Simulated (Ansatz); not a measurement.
# BH₅OSeSn: from a rough start to a stationary point

The task is to find a stationary geometry of BH₅OSeSn, check the end point by its vibrations and derive ideal-gas thermochemistry.

Method: RKS PBE0-D4/def2-TZVP; program: Ansatz 0.2.0, Gaussian basis.

The runs, in order: relaxation at PBE-D4/def2-SVP; relaxation at PBE0-D4/def2-TZVP; harmonic vibrations at the same level.

2 further runs of the same task are left out: 1 for a known fault of the program, 1 set aside as unsound or not needed. Runs told in other sessions of the task aren't counted.

### 1 Where the work starts

SMILES `O[B]([SeH])[SnH3]`, 9 atoms, charge 0, spin multiplicity 1.

Atoms are counted from 1 here; the program's logs count them from 0.

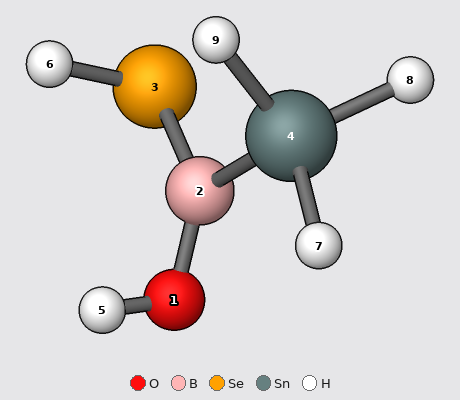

Start geometry, drawn with oxygen red, boron pink, selenium orange, tin teal, hydrogen white; atoms are numbered from 1 in the order of the file.

As a file:

```csv
atom,x (Å),y (Å),z (Å)
O1,0.3492,0.8706,-1.7889
B2,0.5789,0.2687,-0.5225
Se3,2.2875,0.6316,0.4117
Sn4,-0.8351,-1.0839,0.3812
H5,-0.1481,1.7560,-1.5758
H6,1.6818,1.8279,1.1696
H7,-2.2823,-1.1993,-0.6571
H8,-0.1587,-2.6647,0.5741
H9,-1.3846,-0.4533,1.9906
```

The start is a force-field geometry with small random shifts, so a cheaper pass at PBE-D4/def2-SVP comes first. Sn takes the def2 core potential; no spin-orbit term is included.

### 2 Optimising with PBE-D4/def2-SVP (cheap first pass)

The input, in.yaml:

```yaml
crystal:
  periodic: [false, false, false]
  atoms:
    - {symbol: O, position_ang: [0.349200, 0.870600, -1.788900]}
    - {symbol: B, position_ang: [0.578900, 0.268700, -0.522500]}
    - {symbol: Se, position_ang: [2.287500, 0.631600, 0.411700]}
    - {symbol: Sn, position_ang: [-0.835100, -1.083900, 0.381200]}
    - {symbol: H, position_ang: [-0.148100, 1.756000, -1.575800]}
    - {symbol: H, position_ang: [1.681800, 1.827900, 1.169600]}
    - {symbol: H, position_ang: [-2.282300, -1.199300, -0.657100]}
    - {symbol: H, position_ang: [-0.158700, -2.664700, 0.574100]}
    - {symbol: H, position_ang: [-1.384600, -0.453300, 1.990600]}
basis:
  gaussian: {orbitals: def2-SVP}
hamiltonian: {xc: pbe, dispersion: d4}
relax: {f_tol: 0.03, max_steps: 200}
```

Run with:

```sh
> ansatz run in.yaml --threads 4 --pin off --events-out ev --progress --plain --max-ram 10444MiB
```

What it wrote, shortened:

```text
Functional definition: PBE
  name "PBE"
  cite "Perdew, Burke & Ernzerhof, Phys. Rev. Lett. 77, 3865 (1996) doi:10.1103/PhysRevLett.77.3865"
  parent pbe
[...]
1224 factors; their error is unknown
[...]
mean field -73961.95886296 eV, -2718.0518549976 hartree, gradient 3.9e-5 eV, S^2 0.000000; 0 other end points of the search recorded, 0 dependent functions left out
[...]
reference -73961.95890378 eV, -2718.0518564977 hartree; 37, 37 occupied and 74, 74 virtual orbitals, 1224 factors
relax step   1: F+E_penalty+E_count = -73962.17640411 eV  Δ(F+E_penalty+E_count) = +0.000e0 eV  max|allowed force component| = 2.214e0 eV/Å  Δτ_max = 0.0000 Å  (27 SCF iters, accepted)
[...]
relax step   5: F+E_penalty+E_count = -73962.95262653 eV  Δ(F+E_penalty+E_count) = -2.170e-1 eV  max|allowed force component| = 1.097e0 eV/Å  Δτ_max = 0.1904 Å  (33 SCF iters, accepted)
[...]
relax step   9: F+E_penalty+E_count = -73963.26864648 eV  Δ(F+E_penalty+E_count) = -3.884e-2 eV  max|allowed force component| = 5.891e-1 eV/Å  Δτ_max = 0.1952 Å  (34 SCF iters, accepted)
[...]
relax step  13: F+E_penalty+E_count = -73963.61092240 eV  Δ(F+E_penalty+E_count) = -8.170e-2 eV  max|allowed force component| = 4.996e-1 eV/Å  Δτ_max = 0.2000 Å  (29 SCF iters, accepted)
[...]
relax step  17: F+E_penalty+E_count = -73963.67292609 eV  Δ(F+E_penalty+E_count) = -1.424e-3 eV  max|allowed force component| = 3.683e-2 eV/Å  Δτ_max = 0.0279 Å  (28 SCF iters, accepted)
[...]
relax step  18: F+E_penalty+E_count = -73963.67309740 eV  Δ(F+E_penalty+E_count) = -1.713e-4 eV  max|allowed force component| = 1.726e-2 eV/Å  Δτ_max = 0.0189 Å  (29 SCF iters, accepted)
1224 factors; their error is unknown
[...]
mean field -73963.46017882 eV, -2718.1070273375 hartree, gradient 2.1e-5 eV, S^2 0.000000; 1 other end points of the search recorded, 0 dependent functions left out
[...]
reference -73963.46021925 eV, -2718.1070288234 hartree; 37, 37 occupied and 74, 74 virtual orbitals, 1224 factors
Total energy: -73963.67313783 eV, -2718.1148534369 hartree
Atom 0 at     0.347204     1.379173    -1.209253 Å, force     0.007963    -0.004505     0.008265 eV/Å
Atom 1 at     0.530229     0.543448    -0.147769 Å, force    -0.013145    -0.014253     0.005635 eV/Å
Atom 2 at     2.109041     0.770379     0.974442 Å, force    -0.005599     0.012776    -0.017261 eV/Å
Atom 3 at    -0.942764    -1.121933     0.382291 Å, force     0.000215     0.002776    -0.004187 eV/Å
Atom 4 at    -0.463797     1.187849    -1.714816 Å, force    -0.002044    -0.000490     0.000147 eV/Å
Atom 5 at     2.651759     1.925890     0.206569 Å, force     0.011102     0.000375     0.008642 eV/Å
Atom 6 at    -2.170714    -1.175639    -0.849629 Å, force    -0.001276    -0.000323    -0.000017 eV/Å
Atom 7 at    -0.219883    -2.690993     0.452129 Å, force     0.001047     0.003048    -0.000552 eV/Å
Atom 8 at    -1.752475    -0.864574     1.888936 Å, force     0.001739     0.000597    -0.000670 eV/Å
Dipole moment:    -0.089886     0.189531    -0.283661 e Å
```

Wall time 26 s (4 threads of Arm Neoverse V1, shared host).

Step by step:

```csv
step,energy from step 1 (eV),largest force component (eV/Å)
1,0.0000,2.2139
2,-0.2640,1.4981
3,-0.3827,1.2799
4,-0.5592,1.1074
5,-0.7762,1.0972
6,-0.9413,0.5639
7,-1.0214,0.2824
8,-1.0534,0.2874
9,-1.0922,0.5891
10,-1.1595,1.0369
11,-1.2541,1.0473
12,-1.3528,0.8583
13,-1.4345,0.4996
14,-1.4801,0.2659
15,-1.4852,0.2038
16,-1.4951,0.1035
17,-1.4965,0.0368
18,-1.4967,0.0173
```

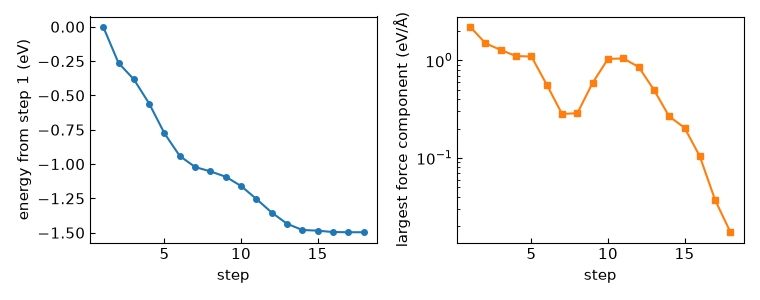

Energy and largest force along the relaxation.

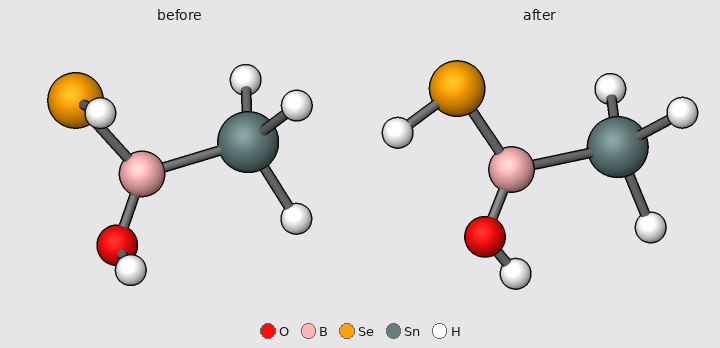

Before and after, at one scale.

Distances of close pairs at the start and the end, largest changes first:

```csv
bond,before (Å),after (Å),change (Å)
B2–Sn4,2.155,2.286,+0.130
Sn4–H9,1.814,1.730,-0.084
O1–H5,1.038,0.975,-0.063
O1–B2,1.421,1.363,-0.058
Se3–H6,1.540,1.490,-0.051
Sn4–H7,1.785,1.740,-0.045
B2–Se3,1.981,1.950,-0.031
Sn4–H8,1.730,1.729,-0.001
```

### 3 Relaxation at PBE0-D4/def2-TZVP

The input, in.yaml:

```yaml
crystal:
  periodic: [false, false, false]
  atoms:
    - {symbol: O, position_ang: [0.347204, 1.379173, -1.209253]}
    - {symbol: B, position_ang: [0.530229, 0.543448, -0.147769]}
    - {symbol: Se, position_ang: [2.109041, 0.770379, 0.974442]}
    - {symbol: Sn, position_ang: [-0.942764, -1.121933, 0.382291]}
    - {symbol: H, position_ang: [-0.463797, 1.187849, -1.714816]}
    - {symbol: H, position_ang: [2.651759, 1.925890, 0.206569]}
    - {symbol: H, position_ang: [-2.170714, -1.175639, -0.849629]}
    - {symbol: H, position_ang: [-0.219883, -2.690993, 0.452129]}
    - {symbol: H, position_ang: [-1.752475, -0.864574, 1.888936]}
basis:
  gaussian: {orbitals: def2-TZVP}
hamiltonian: {xc: pbe0, dispersion: d4}
relax: {f_tol: 0.005, max_steps: 150}
```

Launched as before.

What it wrote, shortened:

```text
Functional definition: PBE0
  name "PBE0"
  cite "Adamo & Barone, J. Chem. Phys. 110, 6158 (1999) doi:10.1063/1.478522"
  cite "Perdew, Burke & Ernzerhof, Phys. Rev. Lett. 77, 3865 (1996) doi:10.1103/PhysRevLett.77.3865"
  parent pbe
[...]
1413 factors; their error is unknown
[...]
mean field -73977.47995703 eV, -2718.6222446840 hartree, gradient 2.3e-5 eV, S^2 0.000000; 0 other end points of the search recorded, 0 dependent functions left out
[...]
reference -73977.47999667 eV, -2718.6222461408 hartree; 37, 37 occupied and 153, 153 virtual orbitals, 1413 factors
relax step   1: F+E_penalty+E_count = -73977.66229722 eV  Δ(F+E_penalty+E_count) = +0.000e0 eV  max|allowed force component| = 5.626e-1 eV/Å  Δτ_max = 0.0000 Å  (29 SCF iters, accepted)
[...]
Total energy: -73977.68625371 eV, -2718.6298259470 hartree
Atom 0 at     0.338408     1.356627    -1.201949 Å, force     0.003896    -0.001350     0.003724 eV/Å
Atom 1 at     0.520631     0.533439    -0.143794 Å, force    -0.001800     0.002446    -0.003896 eV/Å
Atom 2 at     2.092250     0.773429     0.969314 Å, force    -0.000529    -0.000303     0.000009 eV/Å
Atom 3 at    -0.943172    -1.119252     0.380593 Å, force    -0.000530     0.000700    -0.000853 eV/Å
Atom 4 at    -0.457100     1.178024    -1.710200 Å, force    -0.001218    -0.001841    -0.000079 eV/Å
Atom 5 at     2.638783     1.912012     0.212774 Å, force     0.000218     0.000800     0.000079 eV/Å
Atom 6 at    -2.154297    -1.160369    -0.836687 Å, force    -0.000589     0.000120     0.000287 eV/Å
Atom 7 at    -0.217490    -2.662529     0.439801 Å, force     0.000284    -0.000012    -0.000204 eV/Å
Atom 8 at    -1.729414    -0.857783     1.873048 Å, force     0.000269    -0.000560     0.000932 eV/Å
Dipole moment:    -0.125283     0.135073    -0.257676 e Å
```

Run time: 28 s. Hardware: 4 threads of Arm Neoverse V1, shared host; peak memory 0.56 GiB.

The steps of the relaxation:

```csv
step,energy from step 1 (eV),largest force component (eV/Å)
1,0.0000,0.5626
2,-0.0177,0.1797
3,-0.0231,0.1317
4,-0.0230,0.1623
5,-0.0238,0.0281
6,-0.0239,0.0039
```

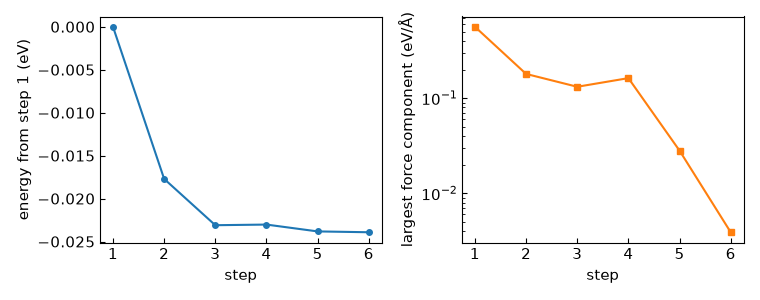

Energy and force, step by step.

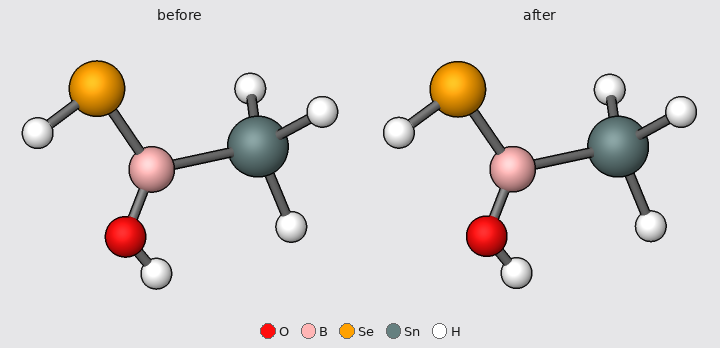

Before and after, at one scale.

Close pairs (by a distance rule), those that changed most:

```csv
bond,before (Å),after (Å),change (Å)
Sn4–H9,1.730,1.707,-0.023
Sn4–H7,1.740,1.718,-0.023
Sn4–H8,1.729,1.706,-0.023
Se3–H6,1.490,1.472,-0.018
B2–Sn4,2.286,2.269,-0.016
O1–H5,0.975,0.961,-0.014
O1–B2,1.363,1.353,-0.010
B2–Se3,1.950,1.941,-0.009
```

Mulliken charges of the relaxed molecule (report file):

```csv
atom,value (e)
O1,-0.35
B2,0.04
Se3,-0.15
Sn4,0.17
H5,0.34
H6,0.12
H7,-0.07
H8,-0.05
H9,-0.05
```

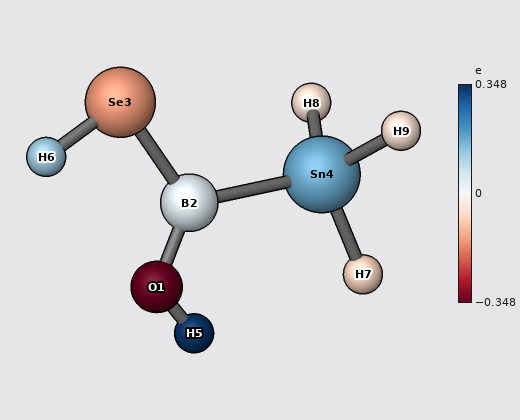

Mulliken charges of the relaxed molecule (report file), as colours on the atoms.

### 4 Vibrations by finite differences

The input, in.yaml:

```yaml
crystal:
  periodic: [false, false, false]
  atoms:
    - {symbol: O, position_ang: [0.338408, 1.356627, -1.201949]}
    - {symbol: B, position_ang: [0.520631, 0.533439, -0.143794]}
    - {symbol: Se, position_ang: [2.092250, 0.773429, 0.969314]}
    - {symbol: Sn, position_ang: [-0.943172, -1.119252, 0.380593]}
    - {symbol: H, position_ang: [-0.457100, 1.178024, -1.710200]}
    - {symbol: H, position_ang: [2.638783, 1.912012, 0.212774]}
    - {symbol: H, position_ang: [-2.154297, -1.160369, -0.836687]}
    - {symbol: H, position_ang: [-0.217490, -2.662529, 0.439801]}
    - {symbol: H, position_ang: [-1.729414, -0.857783, 1.873048]}
basis:
  gaussian: {orbitals: def2-TZVP}
hamiltonian: {xc: pbe0, dispersion: d4}
phonons: {temperatures: {t_min: 298.15, t_max: 900, t_step: 200}}
```

Launched as before.

What it wrote, shortened:

```text
Functional definition: PBE0
  name "PBE0"
  cite "Adamo & Barone, J. Chem. Phys. 110, 6158 (1999) doi:10.1063/1.478522"
  cite "Perdew, Burke & Ernzerhof, Phys. Rev. Lett. 77, 3865 (1996) doi:10.1103/PhysRevLett.77.3865"
  parent pbe
[...]
1413 factors; their error is unknown
[...]
mean field -73977.50278810 eV, -2718.6230837104 hartree, gradient 2.3e-5 eV, S^2 0.000000; 0 other end points of the search recorded, 0 dependent functions left out
[...]
reference -73977.50282762 eV, -2718.6230851626 hartree; 37, 37 occupied and 153, 153 virtual orbitals, 1413 factors
[...]
1413 factors; their error is unknown
mean field -73977.50266724 eV, -2718.6230792688 hartree, gradient 1.7e-6 eV, S^2 0.000000; 0 other end points of the search recorded, 0 dependent functions left out
[...]
reference -73977.50270676 eV, -2718.6230807211 hartree; 37, 37 occupied and 153, 153 virtual orbitals, 1413 factors
[...]
Atom 1 at     0.520631     0.533439    -0.143794 Å, force    -0.001801     0.002431    -0.003881 eV/Å
Atom 2 at     2.092250     0.773429     0.969314 Å, force    -0.000532    -0.000313     0.000013 eV/Å
Atom 3 at    -0.943172    -1.119252     0.380593 Å, force    -0.000528     0.000706    -0.000848 eV/Å
Atom 4 at    -0.457100     1.178024    -1.710200 Å, force    -0.001223    -0.001841    -0.000081 eV/Å
Atom 5 at     2.638783     1.912012     0.212774 Å, force     0.000221     0.000810     0.000074 eV/Å
Atom 6 at    -2.154297    -1.160369    -0.836687 Å, force    -0.000589     0.000119     0.000282 eV/Å
Atom 7 at    -0.217490    -2.662529     0.439801 Å, force     0.000282    -0.000014    -0.000203 eV/Å
Atom 8 at    -1.729414    -0.857783     1.873048 Å, force     0.000272    -0.000562     0.000932 eV/Å
Dipole moment:    -0.125283     0.135072    -0.257677 e Å
Vibrations: 34.32 95.41 213.05 263.40 342.36 357.13 393.03 491.97 561.17 651.70 683.75 732.88 734.65 781.47 1091.60 1323.36 1901.74 1940.28 1943.01 2418.77 3867.75 cm⁻¹, zero-point energy 1.290849 eV
```

Wall time 2.7 min (4 threads of Arm Neoverse V1, shared host); peak memory 0.56 GiB.

Motions are named by where the mode's potential energy lies. The modes, unscaled (a negative number is an imaginary wavenumber):

```csv
mode,cm⁻¹,motion
1,34,torsion
2,95,bend
3,213,bend with Sn–B stretch
4,263,torsion with bend
5,342,B–Se stretch with bend
6,357,torsion
7,393,bend
8,492,torsion with bend
9,561,torsion
10,652,bend
11,684,bend
12,733,bend with wag or twist
13,735,bend with wag or twist
14,781,bend with B–Se stretch
15,1092,bend
16,1323,B–O stretch
17,1902,Sn–H stretch
18,1940,Sn–H stretch
19,1943,Sn–H stretch
20,2419,Se–H stretch
21,3868,O–H stretch
```

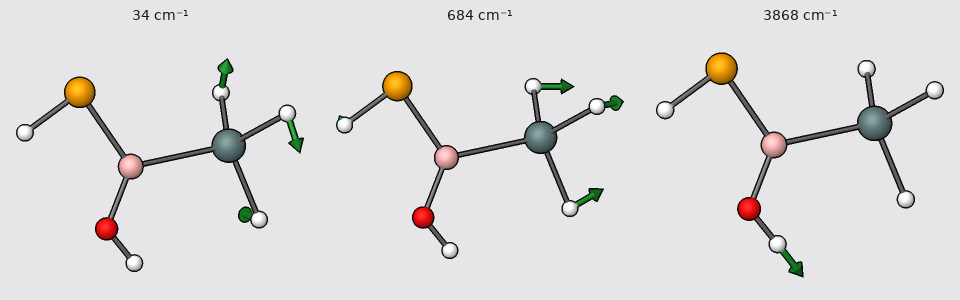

Displacements of 3 modes, as arrows.

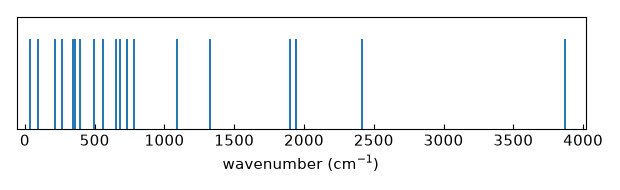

The harmonic wavenumbers as sticks (no intensities were computed).

From these modes and the moments of inertia (298.15 K, 1 bar, symmetry number 1):

```csv
term,value
zero-point energy,124.5 kJ/mol
H(298) − E,146.7 kJ/mol
"entropy, translation",176.7 J/(mol K)
"entropy, rotation",122.6 J/(mol K)
"entropy, vibration",78.8 J/(mol K)
"entropy, total",378.0 J/(mol K)
```

### 5 Results

```
                  quantity            value
               point group               C1
                     steps           18 + 6
shift from the start (rms)          0.652 Å
              total energy   -73977.6863 eV
           dispersion term         -183 meV
             dipole moment           1.52 D
lowest, highest wavenumber    34, 3868 cm⁻¹
         zero-point energy     124.5 kJ/mol
       entropy at 298.15 K  378.0 J/(mol K)
```

The relaxed geometry lies 0.65 Å (rms) from the start; the bond that changed most is B2–Sn4, from 2.155 to 2.269 Å. All wavenumbers are real, so the end point is a minimum. The stiffest mode, 3868 cm⁻¹, is an O–H stretch, and 2 modes under 200 cm⁻¹ make the vibrational entropy uncertain. Harmonic hybrid wavenumbers usually lie a few per cent above measured fundamentals. The largest Mulliken charge, -0.35 e, sits on O1.
